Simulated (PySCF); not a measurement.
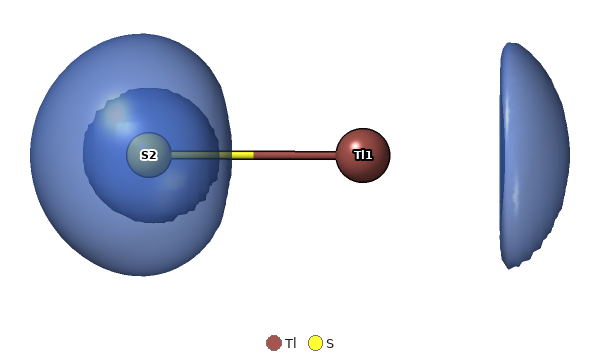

TlS (charge −1). Isosurface of the electron localisation function at 0.75 (blue), seen from one side. Core shells and regions of very low density are left out.

Core potentials replace the inner electrons of Tl.

All numbers below come from PBE0/def2-SVPD, non-relativistic Hamiltonian with scalar-relativistic core potentials where named, at a bond length of 2.430 Å (PySCF 2.14.0).

```yaml
atoms:
  - { symbol: Tl, position_ang: [0.0000, 0.0000, -0.3279] }
  - { symbol: S, position_ang: [0.0000, 0.0000, 2.1021] }
```

> Describe the localisation domains.

At this value the surface marks out one lobe on Tl, pointing away from the bonds (lone pairs) and one region wrapped around S (its valence shell).

Values along the shortest contacts:
Tl–S (2.43 Å): the ELF peaks at about 0.80 in the valence shell of S, 0.9 Å from its nucleus, and drops to about 0.20 between the two atoms.
